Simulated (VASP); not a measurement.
Band structure of AgCl (rock salt). Level of theory: MS2 meta-GGA, VASP's PBE PAW potentials (set 64) (plane waves; VASP).

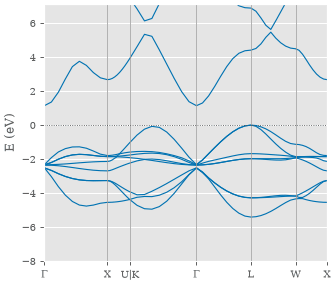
*Bands along high-symmetry lines, zero at the valence-band maximum or, without a gap, the Fermi level*

Problem. Read the plot: is there a gap, and where are the band edges?

Solution. The gap is indirect, 1.14 eV, from the valence maximum at L to the conduction minimum at Γ.

The compound is AgCl in the rock salt structure. It was relaxed first.
